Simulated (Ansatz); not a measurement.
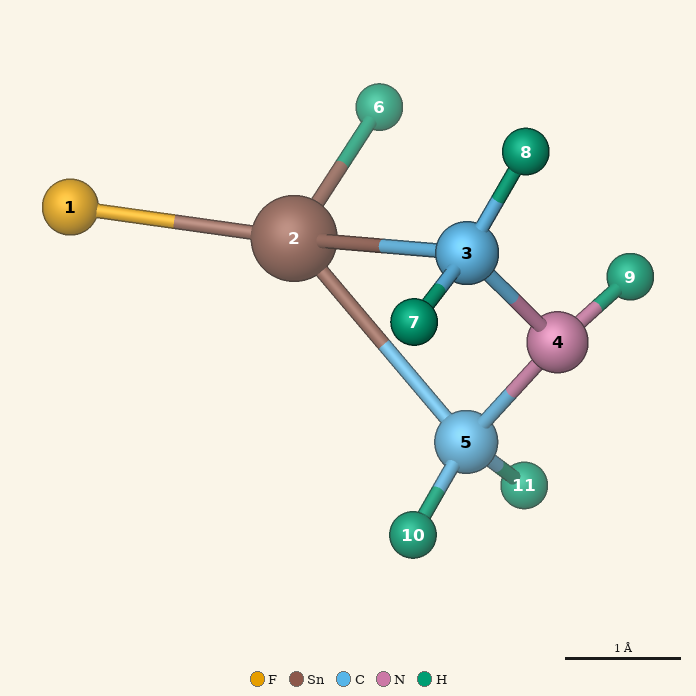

Orthographic view. Atoms fade into the background with distance from the viewer. The geometry was computed by an optimisation with PBE-D4/def2-SVP. No frequency run is at hand to confirm it as a minimum.

List the bonded neighbours of every atom.

F1: Sn2
Sn2: F1, C3, C5, H6
C3: Sn2, N4, H7, H8
N4: C3, C5, H9
C5: Sn2, N4, H10, H11
H6: Sn2
H7: C3
H8: C3
H9: N4
H10: C5
H11: C5
